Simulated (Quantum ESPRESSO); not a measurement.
## How the k mesh moves the magnetism of MnAlGe

Two starts of MnAlGe are run at each rung of the k mesh.

Method: PBEsol; plane waves with GBRV 1.5 PBEsol potentials, no spin-orbit coupling (settings of the first rung), in Quantum ESPRESSO 7.5.

## 1. Set-up

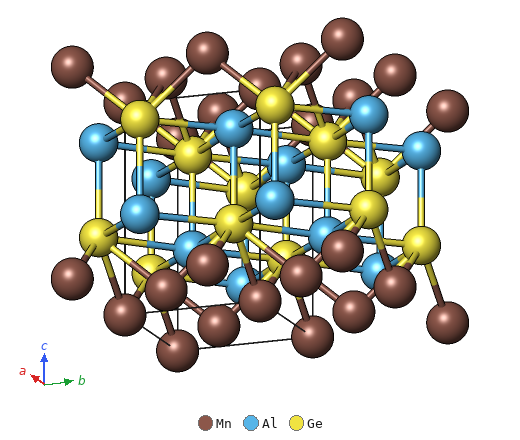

Start, viewed from a free direction; manganese brown, aluminium blue, germanium yellow. 2×2×1 cells are drawn. Some periodic images of atoms are drawn too.

The cell comes from the Crystallography Open Database.

## 2. Rung 1, start ferro ++

pw.in

```
&CONTROL
  calculation = 'scf'
  prefix = 'pwscf'
  outdir = './tmp'
  pseudo_dir = './pseudo'
  disk_io = 'nowf'
  tprnfor = .true.
  tstress = .true.
/
&SYSTEM
  ibrav = 0
  celldm(1) = 8
  nat = 6
  ntyp = 3
  ecutwfc = 40
  ecutrho = 280
  nbnd = 46
  occupations = 'smearing'
  smearing = 'fd'
  degauss = 0.00734986
  nspin = 2
  starting_magnetization(1) = 0.2333
  starting_magnetization(2) = 0
  starting_magnetization(3) = 0
/
&ELECTRONS
  conv_thr = 1.2d-08
  electron_maxstep = 150
  mixing_beta = 0.3
/
ATOMIC_SPECIES
Mn     54.9380 mn_pbesol_v1.5.uspp.F.UPF
Al     26.9815 al_pbesol_v1.uspp.F.UPF
Ge     72.6300 ge_pbesol_v1.4.uspp.F.UPF
CELL_PARAMETERS alat
   0.9245485064732    0.0000000000000    0.0000000000000
   0.0000000000000    0.9245485064732    0.0000000000000
   0.0000000000000    0.0000000000000    1.4014681371756
ATOMIC_POSITIONS crystal
Mn      0.0000000000    0.0000000000    0.0000000000
Mn      0.5000000000    0.5000000000    0.0000000000
Al      0.5000000000    0.0000000000    0.7270000000
Al      0.0000000000    0.5000000000    0.2730000000
Ge      0.5000000000    0.0000000000    0.2800000000
Ge      0.0000000000    0.5000000000    0.7200000000
K_POINTS automatic
2 2 2 0 0 0
```

Started as:

```
> OMP_NUM_THREADS=1 mpirun -n 2 pw.x -in pw.in > pw.out
```

Output:

```text
Program PWSCF v.7.5 starts

     Message from routine setup:
     using ibrav=0 with symmetry is DISCOURAGED, use correct ibrav instead

     R & G space division:  proc/nbgrp/npool/nimage =       2
     Subspace diagonalization in iterative solution of the eigenvalue problem:

     Parallelization info
     --------------------
     sticks:   dense  smooth     PW     G-vecs:    dense   smooth      PW
     Min         608     348    106                24273    10462    1740
     Max         609     349    107                24274    10463    1745
     Sum        1217     697    213                48547    20925    3485

     Using Slab Decomposition

     bravais-lattice index     =            0
     lattice parameter (alat)  =       8.0000  a.u.
     unit-cell volume          =     613.3560 (a.u.)^3
     number of atoms/cell      =            6
     number of atomic types    =            3
     number of electrons       =        64.00
     number of Kohn-Sham states=           46
     kinetic-energy cutoff     =      40.0000  Ry
     charge density cutoff     =     280.0000  Ry
     scf convergence threshold =      1.2E-08
     mixing beta               =       0.3000
     number of iterations used =            8  plain     mixing
     Exchange-correlation= SLA  PW   PSX  PSC
                           (   1   4  10   8   0   0   0)

     celldm(1)=   8.000000  celldm(2)=   0.000000  celldm(3)=   0.000000
     celldm(4)=   0.000000  celldm(5)=   0.000000  celldm(6)=   0.000000

     crystal axes: (cart. coord. in units of alat)
               a(1) = (   0.924549   0.000000   0.000000 )
               a(2) = (   0.000000   0.924549   0.000000 )
               a(3) = (   0.000000   0.000000   1.401468 )

     reciprocal axes: (cart. coord. in units 2 pi/alat)
               b(1) = (  1.081609  0.000000  0.000000 )
               b(2) = (  0.000000  1.081609  0.000000 )
               b(3) = (  0.000000  0.000000  0.713537 )

     PseudoPot. # 1 for Mn read from file:
     mn_pbesol_v1.5.uspp.F.UPF
     Pseudo is Ultrasoft + core correction, Zval = 15.0

     PseudoPot. # 2 for Al read from file:
     al_pbesol_v1.uspp.F.UPF
     Pseudo is Ultrasoft + core correction, Zval =  3.0

     PseudoPot. # 3 for Ge read from file:
     ge_pbesol_v1.4.uspp.F.UPF
     Pseudo is Ultrasoft + core correction, Zval = 14.0

     atomic species   valence    mass     pseudopotential
     Mn               15.00    54.93800     Mn( 1.00)
     Al                3.00    26.98150     Al( 1.00)
     Ge               14.00    72.63000     Ge( 1.00)

     Starting magnetic structure
     atomic species   magnetization
     Mn              0.233
     Al              0.000
     Ge              0.000

     16 Sym. Ops., with inversion, found ( 8 have fractional translation)

   Cartesian axes

     site n.     atom                  positions (alat units)
         1        Mn     tau(   1) = (   0.0000000   0.0000000   0.0000000  )
         2        Mn     tau(   2) = (   0.4622743   0.4622743   0.0000000  )
         3        Al     tau(   3) = (   0.4622743   0.0000000   1.0188673  )
         4        Al     tau(   4) = (   0.0000000   0.4622743   0.3826008  )
         5        Ge     tau(   5) = (   0.4622743   0.0000000   0.3924111  )
         6        Ge     tau(   6) = (   0.0000000   0.4622743   1.0090571  )

     number of k points=     6  Fermi-Dirac smearing, width (Ry)=  0.0073
                       cart. coord. in units 2pi/alat
        k(    1) = (   0.0000000   0.0000000   0.0000000), wk =   0.1250000
        k(    2) = (   0.0000000   0.0000000  -0.3567687), wk =   0.1250000
        k(    3) = (   0.0000000  -0.5408045   0.0000000), wk =   0.2500000
        k(    4) = (   0.0000000  -0.5408045  -0.3567687), wk =   0.2500000
        k(    5) = (  -0.5408045  -0.5408045   0.0000000), wk =   0.1250000
        k(    6) = (  -0.5408045  -0.5408045  -0.3567687), wk =   0.1250000

     Dense  grid:    48547 G-vectors     FFT dimensions: (  40,  40,  60)

     Smooth grid:    20925 G-vectors     FFT dimensions: (  30,  30,  45)

     Check: negative core charge=   -0.000024
     Generating pointlists ...
     new r_m :   0.2475 (alat units)  1.9802 (a.u.) for type    1
     new r_m :   0.2475 (alat units)  1.9802 (a.u.) for type    2
     new r_m :   0.2501 (alat units)  2.0010 (a.u.) for type    3

     Initial potential from superposition of free atoms

     starting charge      62.9935, renormalised to      64.0000
     Starting wfcs are   52 randomized atomic wfcs

     Self-consistent Calculation

     iteration #  1     ecut=    40.00 Ry     beta= 0.30
     Davidson diagonalization with overlap
     ethr =  1.00E-02,  avg # of iterations =  3.3

     total energy              =    -861.78439418 Ry
     estimated scf accuracy    <       1.18449139 Ry

     total magnetization       =     3.63 Bohr mag/cell
     absolute magnetization    =     5.08 Bohr mag/cell

     iteration #  2     ecut=    40.00 Ry     beta= 0.30
     Davidson diagonalization with overlap
     ethr =  1.85E-03,  avg # of iterations =  1.9

     total energy              =    -861.80919295 Ry
     estimated scf accuracy    <       0.45383038 Ry

     total magnetization       =     3.96 Bohr mag/cell
     absolute magnetization    =     5.12 Bohr mag/cell

     [... further iterations left out ...]

     iteration # 16     ecut=    40.00 Ry     beta= 0.30
     Davidson diagonalization with overlap
     ethr =  4.34E-10,  avg # of iterations =  1.8

     total energy              =    -861.93399514 Ry
     estimated scf accuracy    <       0.00000002 Ry

     total magnetization       =     2.66 Bohr mag/cell
     absolute magnetization    =     3.58 Bohr mag/cell

     iteration # 17     ecut=    40.00 Ry     beta= 0.30
     Davidson diagonalization with overlap
     ethr =  2.41E-11,  avg # of iterations =  3.1

     Magnetic moment per site  (integrated on atomic sphere of radius R)
     atom   1 (R=0.248)  charge= 13.5174  magn=  1.5060
     atom   2 (R=0.248)  charge= 13.5174  magn=  1.5060
     atom   3 (R=0.248)  charge=  1.2429  magn= -0.0433
     atom   4 (R=0.248)  charge=  1.2429  magn= -0.0433
     atom   5 (R=0.250)  charge= 12.0950  magn= -0.0778
     atom   6 (R=0.250)  charge= 12.0950  magn= -0.0778

     End of self-consistent calculation

     [... lines left out ...]
     the Fermi energy is    12.3016 ev

!    total energy              =    -861.93399521 Ry
     estimated scf accuracy    <          2.9E-09 Ry
     smearing contrib. (-TS)   =      -0.01025280 Ry
     internal energy E=F+TS    =    -861.92374241 Ry

     The total energy is F=E-TS. E is the sum of the following terms:
     one-electron contribution =    -581.53440757 Ry
     hartree contribution      =     334.80751120 Ry
     xc contribution           =    -176.59777813 Ry
     ewald contribution        =    -438.59906790 Ry

     total magnetization       =     2.66 Bohr mag/cell
     absolute magnetization    =     3.58 Bohr mag/cell

     convergence has been achieved in  17 iterations

     Forces acting on atoms (cartesian axes, Ry/au):

     atom    1 type  1   force =     0.00000000    0.00000000    0.00000000
     atom    2 type  1   force =     0.00000000    0.00000000    0.00000000
     atom    3 type  2   force =     0.00000000    0.00000000    0.00091650
     atom    4 type  2   force =     0.00000000    0.00000000   -0.00091650
     atom    5 type  3   force =     0.00000000    0.00000000   -0.04208808
     atom    6 type  3   force =     0.00000000    0.00000000    0.04208808

     Total force =     0.059536     Total SCF correction =     0.000269

     Computing stress (Cartesian axis) and pressure

          total   stress  (Ry/bohr**3)                   (kbar)     P=      -72.31
  -0.00026246   0.00000000   0.00000000          -38.61        0.00        0.00
   0.00000000  -0.00026246   0.00000000            0.00      -38.61        0.00
   0.00000000   0.00000000  -0.00094973            0.00        0.00     -139.71

=------------------------------------------------------------------------------=
   JOB DONE.
=------------------------------------------------------------------------------=
```

Wall time 26 s (2 MPI ranks of Arm Neoverse V2, shared host); peak memory 0.29 GiB; 52 s of CPU time.

Spin moment in the atom's sphere by atom:

```csv
atom,spin moment in the atom's sphere (μB)
Mn1,1.51
Mn2,1.51
Al3,-0.04
Al4,-0.04
Ge5,-0.08
Ge6,-0.08
```

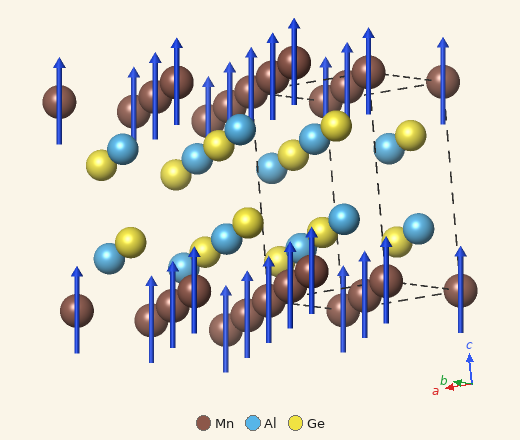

Spin moment in the atom's sphere as arrows, the longest 1.51 μB. Up and down stand for the sign. Arrows give size and sign along the axis of quantisation, drawn up and down the page. 2×2×1 cells are drawn. Some periodic images of atoms are drawn too.

This step gave:

```
magnetization : 2.661 μB
final state   : ferromagnetic
```

## 3. Rung 1, start antiferro +-

Changes to pw.in since step 2:

```diff
@@ -13,6 +13,6 @@
   nat = 6
-  ntyp = 3
+  ntyp = 4
   ecutwfc = 40
   ecutrho = 280
-  nbnd = 46
+  nbnd = 43
   occupations = 'smearing'
@@ -22,4 +22,5 @@
   starting_magnetization(1) = 0.2333
-  starting_magnetization(2) = 0
+  starting_magnetization(2) = -0.2333
   starting_magnetization(3) = 0
+  starting_magnetization(4) = 0
 /
@@ -31,3 +32,4 @@
 ATOMIC_SPECIES
-Mn     54.9380 mn_pbesol_v1.5.uspp.F.UPF
+Mn1    54.9380 mn_pbesol_v1.5.uspp.F.UPF
+Mn2    54.9380 mn_pbesol_v1.5.uspp.F.UPF
 Al     26.9815 al_pbesol_v1.uspp.F.UPF
@@ -39,4 +41,4 @@
 ATOMIC_POSITIONS crystal
-Mn      0.0000000000    0.0000000000    0.0000000000
-Mn      0.5000000000    0.5000000000    0.0000000000
+Mn1     0.0000000000    0.0000000000    0.0000000000
+Mn2     0.5000000000    0.5000000000    0.0000000000
 Al      0.5000000000    0.0000000000    0.7270000000
```

Output:

```text
     [... lines left out ...]
Program PWSCF v.7.5 starts
     [... lines left out ...]
     number of atoms/cell      =            6
     [... lines left out ...]
     number of electrons       =        64.00
     number of Kohn-Sham states=           43
     kinetic-energy cutoff     =      40.0000  Ry
     charge density cutoff     =     280.0000  Ry
     scf convergence threshold =      1.2E-08
     [... lines left out ...]
      8 Sym. Ops. (no inversion) found
     [... lines left out ...]
     number of k points=     6  Fermi-Dirac smearing, width (Ry)=  0.0073
     [... lines left out ...]
     iteration # 17     ecut=    40.00 Ry     beta= 0.30
     [... lines left out ...]
     Magnetic moment per site  (integrated on atomic sphere of radius R)
     atom   1 (R=0.248)  charge= 13.5163  magn=  1.6948
     atom   2 (R=0.248)  charge= 13.5164  magn= -1.6938
     atom   3 (R=0.248)  charge=  1.2480  magn= -0.0000
     atom   4 (R=0.248)  charge=  1.2480  magn= -0.0000
     atom   5 (R=0.250)  charge= 12.0987  magn= -0.0000
     atom   6 (R=0.250)  charge= 12.0987  magn= -0.0000
     [... lines left out ...]
     the Fermi energy is    12.1957 ev
!    total energy              =    -861.92250197 Ry
     estimated scf accuracy    <          2.4E-09 Ry
     smearing contrib. (-TS)   =      -0.01082555 Ry
     [... lines left out ...]
     total magnetization       =     0.00 Bohr mag/cell
     absolute magnetization    =     3.89 Bohr mag/cell
     convergence has been achieved in  17 iterations
     [... lines left out ...]
     Total force =     0.053940     Total SCF correction =     0.000143
     [... lines left out ...]
          total   stress  (Ry/bohr**3)                   (kbar)     P=      -60.01
     [... lines left out ...]
```

It took 28 s on 2 MPI ranks; peak memory 0.33 GiB.

Spin moment in the atom's sphere by atom:

```csv
atom,spin moment in the atom's sphere (μB)
Mn1,1.69
Mn2,-1.69
Al3,0.00
Al4,0.00
Ge5,0.00
Ge6,0.00
```

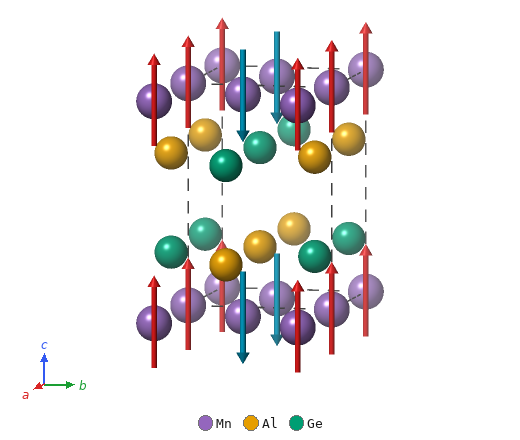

Spin moment in the atom's sphere as arrows, the longest 1.69 μB. Up and down stand for the sign. Arrows give size and sign along the axis of quantisation, drawn up and down the page. The two directions have two colours. 2×1×1 cells are drawn. Some periodic images of atoms are drawn too.

Read from the output:

* magnetization: 0 μB
* final state: antiferromagnetic

## 4. Rung 2, start ferro ++

Changes to pw.in since step 3:

```diff
@@ -13,6 +13,6 @@
   nat = 6
-  ntyp = 4
+  ntyp = 3
   ecutwfc = 40
   ecutrho = 280
-  nbnd = 43
+  nbnd = 46
   occupations = 'smearing'
@@ -22,5 +22,4 @@
   starting_magnetization(1) = 0.2333
-  starting_magnetization(2) = -0.2333
+  starting_magnetization(2) = 0
   starting_magnetization(3) = 0
-  starting_magnetization(4) = 0
 /
@@ -32,4 +31,3 @@
 ATOMIC_SPECIES
-Mn1    54.9380 mn_pbesol_v1.5.uspp.F.UPF
-Mn2    54.9380 mn_pbesol_v1.5.uspp.F.UPF
+Mn     54.9380 mn_pbesol_v1.5.uspp.F.UPF
 Al     26.9815 al_pbesol_v1.uspp.F.UPF
@@ -41,4 +39,4 @@
 ATOMIC_POSITIONS crystal
-Mn1     0.0000000000    0.0000000000    0.0000000000
-Mn2     0.5000000000    0.5000000000    0.0000000000
+Mn      0.0000000000    0.0000000000    0.0000000000
+Mn      0.5000000000    0.5000000000    0.0000000000
 Al      0.5000000000    0.0000000000    0.7270000000
@@ -48,2 +46,2 @@
 K_POINTS automatic
-2 2 2 0 0 0
+4 4 2 0 0 0
```

Started as:

```
> OMP_NUM_THREADS=1 mpirun -n 2 pw.x -nk 2 -in pw.in > pw.out
```

Output:

```text
     [... lines left out ...]
Program PWSCF v.7.5 starts
     [... lines left out ...]
     number of atoms/cell      =            6
     [... lines left out ...]
     number of electrons       =        64.00
     number of Kohn-Sham states=           46
     kinetic-energy cutoff     =      40.0000  Ry
     charge density cutoff     =     280.0000  Ry
     scf convergence threshold =      1.2E-08
     [... lines left out ...]
     16 Sym. Ops., with inversion, found ( 8 have fractional translation)
     [... lines left out ...]
     number of k points=    12  Fermi-Dirac smearing, width (Ry)=  0.0073
     [... lines left out ...]
     iteration # 16     ecut=    40.00 Ry     beta= 0.30
     [... lines left out ...]
     Magnetic moment per site  (integrated on atomic sphere of radius R)
     atom   1 (R=0.248)  charge= 13.5011  magn=  1.7448
     atom   2 (R=0.248)  charge= 13.5011  magn=  1.7448
     atom   3 (R=0.248)  charge=  1.2414  magn= -0.0297
     atom   4 (R=0.248)  charge=  1.2414  magn= -0.0297
     atom   5 (R=0.250)  charge= 12.1028  magn= -0.0491
     atom   6 (R=0.250)  charge= 12.1028  magn= -0.0491
     [... lines left out ...]
     the Fermi energy is    12.0994 ev
!    total energy              =    -861.95108140 Ry
     estimated scf accuracy    <          5.2E-09 Ry
     smearing contrib. (-TS)   =      -0.01005538 Ry
     [... lines left out ...]
     total magnetization       =     3.40 Bohr mag/cell
     absolute magnetization    =     3.95 Bohr mag/cell
     convergence has been achieved in  16 iterations
     [... lines left out ...]
     Total force =     0.039361     Total SCF correction =     0.000248
     [... lines left out ...]
          total   stress  (Ry/bohr**3)                   (kbar)     P=      -56.81
     [... lines left out ...]
```

Elapsed: 39 s, on 2 MPI ranks; peak memory 0.38 GiB; 78 s of CPU time.

This step gave:

```yaml
magnetization: 3.397 μB
final_state: ferromagnetic
largest_moment: 1.745 μB
```

## 5. Rung 2, start antiferro +-

Changes to pw.in since step 4:

```diff
@@ -13,6 +13,6 @@
   nat = 6
-  ntyp = 3
+  ntyp = 4
   ecutwfc = 40
   ecutrho = 280
-  nbnd = 46
+  nbnd = 43
   occupations = 'smearing'
@@ -22,4 +22,5 @@
   starting_magnetization(1) = 0.2333
-  starting_magnetization(2) = 0
+  starting_magnetization(2) = -0.2333
   starting_magnetization(3) = 0
+  starting_magnetization(4) = 0
 /
@@ -31,3 +32,4 @@
 ATOMIC_SPECIES
-Mn     54.9380 mn_pbesol_v1.5.uspp.F.UPF
+Mn1    54.9380 mn_pbesol_v1.5.uspp.F.UPF
+Mn2    54.9380 mn_pbesol_v1.5.uspp.F.UPF
 Al     26.9815 al_pbesol_v1.uspp.F.UPF
@@ -39,4 +41,4 @@
 ATOMIC_POSITIONS crystal
-Mn      0.0000000000    0.0000000000    0.0000000000
-Mn      0.5000000000    0.5000000000    0.0000000000
+Mn1     0.0000000000    0.0000000000    0.0000000000
+Mn2     0.5000000000    0.5000000000    0.0000000000
 Al      0.5000000000    0.0000000000    0.7270000000
```

Output:

```text
     [... lines left out ...]
Program PWSCF v.7.5 starts
     [... lines left out ...]
     number of atoms/cell      =            6
     [... lines left out ...]
     number of electrons       =        64.00
     number of Kohn-Sham states=           43
     kinetic-energy cutoff     =      40.0000  Ry
     charge density cutoff     =     280.0000  Ry
     scf convergence threshold =      1.2E-08
     [... lines left out ...]
      8 Sym. Ops. (no inversion) found
     [... lines left out ...]
     number of k points=    12  Fermi-Dirac smearing, width (Ry)=  0.0073
     [... lines left out ...]
     iteration # 17     ecut=    40.00 Ry     beta= 0.30
     [... lines left out ...]
     Magnetic moment per site  (integrated on atomic sphere of radius R)
     atom   1 (R=0.248)  charge= 13.5032  magn=  2.0845
     atom   2 (R=0.248)  charge= 13.5031  magn= -2.0847
     atom   3 (R=0.248)  charge=  1.2441  magn=  0.0000
     atom   4 (R=0.248)  charge=  1.2441  magn=  0.0000
     atom   5 (R=0.250)  charge= 12.1079  magn=  0.0000
     atom   6 (R=0.250)  charge= 12.1079  magn=  0.0000
     [... lines left out ...]
     the Fermi energy is    12.0763 ev
!    total energy              =    -861.93838831 Ry
     estimated scf accuracy    <          7.6E-09 Ry
     smearing contrib. (-TS)   =      -0.00909277 Ry
     [... lines left out ...]
     total magnetization       =    -0.00 Bohr mag/cell
     absolute magnetization    =     4.74 Bohr mag/cell
     convergence has been achieved in  17 iterations
     [... lines left out ...]
     Total force =     0.047125     Total SCF correction =     0.000128
     [... lines left out ...]
          total   stress  (Ry/bohr**3)                   (kbar)     P=      -35.35
     [... lines left out ...]
```

Elapsed: 42 s, on 2 MPI ranks; peak memory 0.38 GiB; 84 s of CPU time.

Read from the output:

* magnetization: 0 μB
* final state: antiferromagnetic
* largest moment: 2.085 μB

(Part 1 of 2 ends here.)

[Logs and program files are shortened in this print: banners, set-up blocks, solver, clock and traceback lines can be left out without a mark of their own.]

[Logs are printed without paths, hosts, clocks, repeated set-up lines and the standing remarks that a program may print on its own settings, such as how far it seeks lower states.]

[Hosts, paths, dates, database ids (printed as entryN), source tags and the programs' standing remarks are cut or masked in the printed files.]

[Where a cell is said to come from a database of computed structures, the database is the Materials Project.]
